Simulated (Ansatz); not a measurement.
# GaHOSi: the cost of one run

Computed with Ansatz 0.2.0, Gaussian basis. Level: the settings change from run to run.

23 further runs of the same task are left out: 2 for a known fault of the program, 15 that didn't finish, 6 set aside as unsound or not needed.

## (1) The geometry

The geometry is a PBE0/def2-TZVP stationary point (not a proven minimum) of the parent state, kept for this charge and spin. No spin-orbit coupling is included. The filled d shell of Ga may be among the frozen orbitals whatever the setting's name suggests; the logs give the count.

4 atoms, charge 1, spin multiplicity 2.

Atoms are counted from 1 here; the program's logs count them from 0.

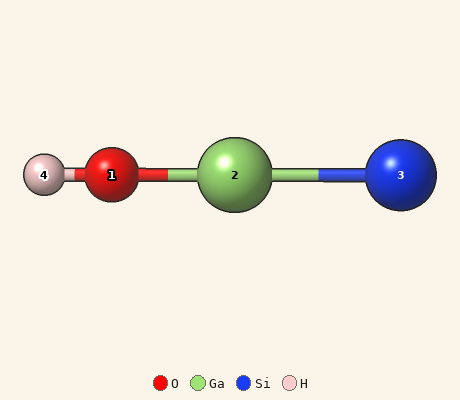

The geometry (oxygen red, gallium green, silicon blue, hydrogen pink); atoms are numbered from 1 in the order of the file.

## (2) CCSD(T) on ROHF/6-31G*

Input file in.yaml:

```yaml
crystal:
  periodic: [false, false, false]
  atoms:
    - {symbol: O, position_ang: [0.000000, 0.000000, 1.211275]}
    - {symbol: Ga, position_ang: [0.000000, 0.000000, -0.518425]}
    - {symbol: Si, position_ang: [0.000000, 0.000000, -2.853625]}
    - {symbol: H, position_ang: [0.000000, 0.000000, 2.160775]}
basis:
  gaussian: {orbitals: "6-31G*"}
total_charge: 1
magnetization: {spin_polarized: false, initial_magnetization: 1}
correlation: {method: ccsd_t, electrons: outside_noble_gas}
accuracy: high
scf: {omitted_lower_state_checks: [cluster_reference]}
output: {forces: true}
```

Command:

```
> ansatz run in.yaml --threads 1 --pin off --events-out ev --progress --plain --max-ram 2393MiB
```

**Question.** How long does this run take on 1 thread of Arm Neoverse N1, shared host, and how much memory does it need?

About 51 s, with a peak of 0.43 GiB.
